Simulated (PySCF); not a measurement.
SMILES Cc1ccccc1-c1sccc1C#N (C₁₂H₉NS) at its GFN2-xTB optimised geometry (Å):

```
23

C     -2.2972    -0.7436     0.0227
C     -1.5021     0.5262     0.0000
C     -2.1648     1.7458    -0.0010
C     -1.4772     2.9457    -0.0044
C     -0.0930     2.9431    -0.0019
C      0.5871     1.7424     0.0000
C     -0.0999     0.5262     0.0000
C      0.6910    -0.6971     0.0084
S      0.3517    -2.0575    -1.0091
C      1.7392    -2.9017    -0.4384
C      2.4297    -2.1931     0.4839
C      1.8394    -0.9247     0.7410
C      2.3654    -0.0327     1.6911
N      2.8219     0.6618     2.4822
H     -1.8696    -1.4651     0.7164
H     -2.3183    -1.1983    -0.9678
H     -3.3225    -0.5398     0.3219
H     -3.2454     1.7518     0.0050
H     -2.0202     3.8789    -0.0063
H      0.4567     3.8718    -0.0032
H      1.6668     1.7389    -0.0122
H      1.9526    -3.8789    -0.8235
H      3.3225    -2.5360     0.9751
```

Level of theory: PySCF with B3LYP/def2-SVP. Cells within 0.4 Å of a nucleus heavier than hydrogen are left out (blank, or x).

Map of the deformation density (molecule minus spherical neutral atoms) (e/bohr³) on the plane z = 0.0 Å:

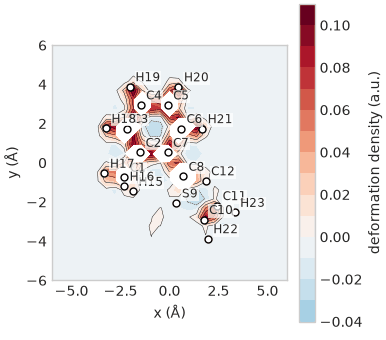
Deformation density (molecule minus spherical neutral atoms) (e/bohr³) on the plane z = 0.0 Å.
